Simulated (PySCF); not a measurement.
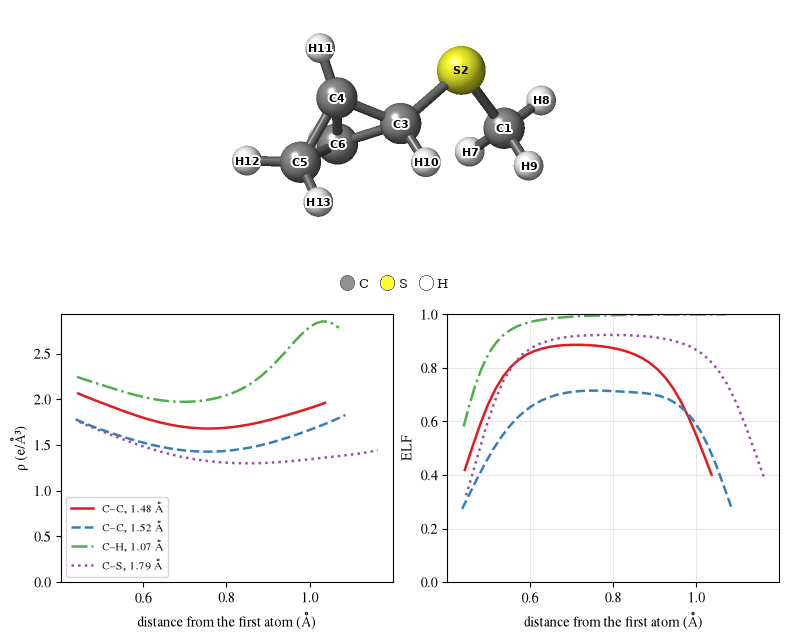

The picture shows: C₅H₈S (charge +1, doublet). Total electron density and ELF along straight lines between neighbouring atoms. The curves leave out the atomic cores. The structure is drawn too.

Geometry: GFN2-xTB.

Method: UKS B3LYP, pcH-1 on C H S, non-relativistic, mean-field spin-orbit, GIAO in PySCF.

```yaml
atoms:
  - { symbol: C, position_ang: [2.5224, -0.4922, 0.1751] }
  - { symbol: S, position_ang: [1.5741, 0.9757, -0.2473] }
  - { symbol: C, position_ang: [-0.0582, 0.4728, 0.2845] }
  - { symbol: C, position_ang: [-1.2877, 1.0505, -0.3052] }
  - { symbol: C, position_ang: [-2.2333, -0.0230, 0.1272] }
  - { symbol: C, position_ang: [-0.9638, -0.4213, -0.5290] }
  - { symbol: H, position_ang: [2.1059, -1.3658, -0.3197] }
  - { symbol: H, position_ang: [3.5421, -0.3231, -0.1606] }
  - { symbol: H, position_ang: [2.5192, -0.6413, 1.2529] }
  - { symbol: H, position_ang: [-0.0359, 0.2790, 1.3563] }
  - { symbol: H, position_ang: [-1.4093, 1.8676, -0.9853] }
  - { symbol: H, position_ang: [-3.1475, -0.1498, -0.4401] }
  - { symbol: H, position_ang: [-2.3729, -0.2068, 1.1867] }
  - { symbol: H, position_ang: [-0.7559, -1.0227, -1.3891] }
```

**Compare the contacts.**

C–C (1.48 Å): ρ is about 1.7 e/Å³ halfway; the ELF peaks at about 0.90 between the atoms (localised, covalent bonding).
C–C (1.52 Å): ρ at the midpoint is about 1.4 e/Å³; the ELF peaks at about 0.70 between the atoms.
C–H (1.07 Å): the density is about 2.1 e/Å³ at the midpoint; the ELF climbs to about 1 towards the hydrogen, as it does in any bond to H: an ordinary covalent bond to hydrogen.
C–S (1.79 Å): ρ at the midpoint is about 1.3 e/Å³; the ELF peaks at about 0.90 between the atoms; a shared electron pair.
